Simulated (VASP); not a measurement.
Band structure of Ti (hcp). Level of theory: r2SCAN+rVV10, VASP's PBE PAW potentials (set 64) (plane waves; VASP).

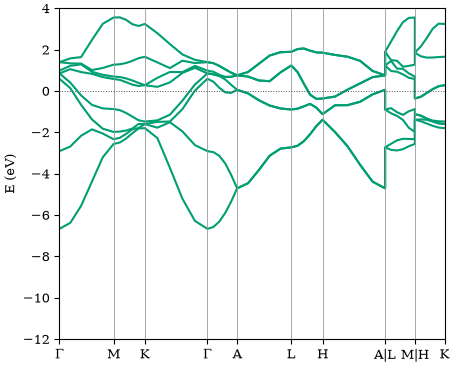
Figure. Bands along high-symmetry lines, zero at the valence-band maximum or, without a gap, the Fermi level

Problem. Read the plot: is there a gap, and where are the band edges?

Solution. It has no gap at this level: it comes out as a metal or semimetal.

The compound is Ti in the hcp structure. It was relaxed first.
